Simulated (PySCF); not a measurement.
Consider C5H13FOSi2.

```
atom    x (Å)    y (Å)    z (Å)
   C  -2.3205   1.2707   0.7956
  Si  -1.2843   0.1279  -0.3215
   C  -2.2239  -1.5142  -0.5513
  Si   0.7882  -0.2950   0.6710
   C   1.7625  -1.7972   0.0350
   C   1.9376   1.2644   0.3143
   F   1.3034   2.3748   0.8483
   C   2.1260   1.4202  -1.1321
   O   2.7987   0.6971  -1.8245
   H  -3.2871   1.4966   0.3542
   H  -1.8092   2.2125   0.9700
   H  -2.5021   0.8130   1.7644
   H  -1.1578   0.7666  -1.6494
   H  -3.2147  -1.3475  -0.9635
   H  -1.6983  -2.1823  -1.2267
   H  -2.3486  -2.0348   0.3942
   H   0.8183  -0.3179   2.1492
   H   1.1679  -2.7032   0.1015
   H   2.6763  -1.9619   0.6010
   H   2.0464  -1.6604  -1.0053
   H   2.8851   1.1474   0.8415
   H   1.5253   2.2425  -1.5674
```

Geometry: GFN2-xTB.

Theory: PBE0/pcSseg-1, SCF density, gas phase, non-relativistic in PySCF 2.14.0.

### What will maps of the electron density and electron localisation function show?

C–F (1.39 Å): the density is about 2 e/Å³ at the midpoint, with its minimum of 1.6 e/Å³ about 0.5 Å from C; the ELF peaks at about 0.85 between the atoms, as expected for a shared but strongly polarised pair.
C–Si (1.90 Å): ρ is about 0.91 e/Å³ halfway; the ELF peaks at about 0.95 between the atoms, as expected for a covalent bond.
C–H (1.09 Å): the density is about 1.9 e/Å³ at the midpoint; the ELF climbs to about 1 towards the hydrogen, as it does in any bond to H: an ordinary covalent bond to hydrogen.

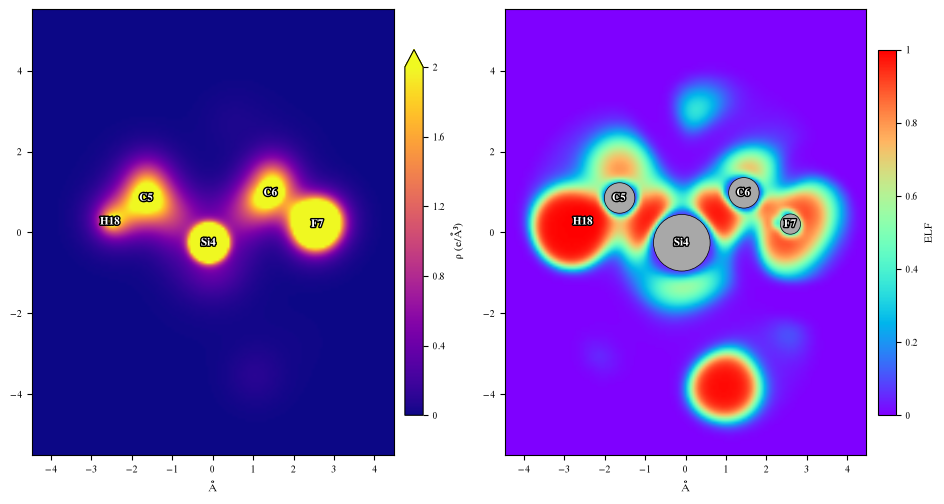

Computed electron density and electron localisation function on the plane of atoms Si4, C6 and F7, in this order. Grey discs cover the atomic cores in the ELF map. 
